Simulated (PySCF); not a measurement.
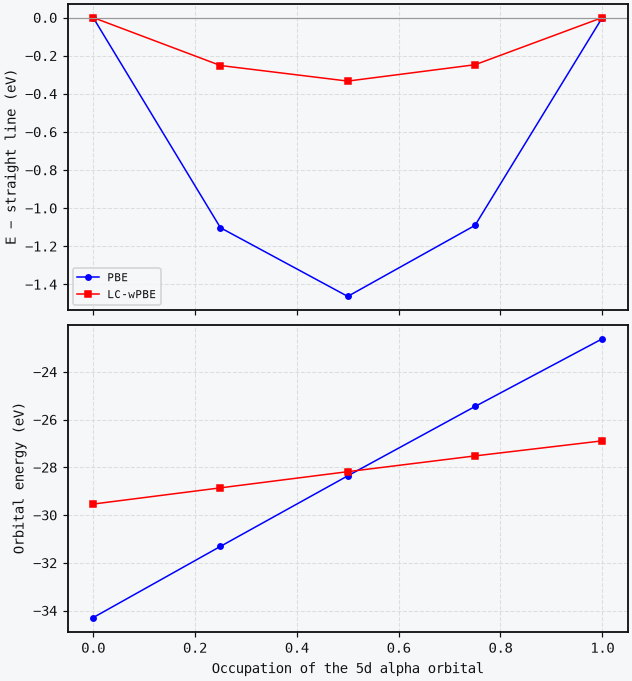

One 5d alpha orbital of Re²⁺ ([Xe] 4f¹⁴ 5d⁵) is emptied in steps. The plot gives the energy less the straight line between the integer ends; the lower panel gives the orbital energy. PySCF, def2-SVP with a 60-electron core potential, unrestricted single determinants, no spin-orbit coupling.

Q: Describe the curvature of each method.

A: PBE: convex (delocalisation error), largest departure −1.5 eV, removal energy 28.39 eV, orbital energy from −22.6 eV when full to −34.3 eV when empty; LC-wPBE: convex (delocalisation error), largest departure −0.33 eV, removal energy 28.19 eV, orbital energy from −26.9 eV when full to −29.5 eV when empty. The NIST theoretical removal energy is 27.00 eV. The exact energy is a straight line between whole electron numbers.
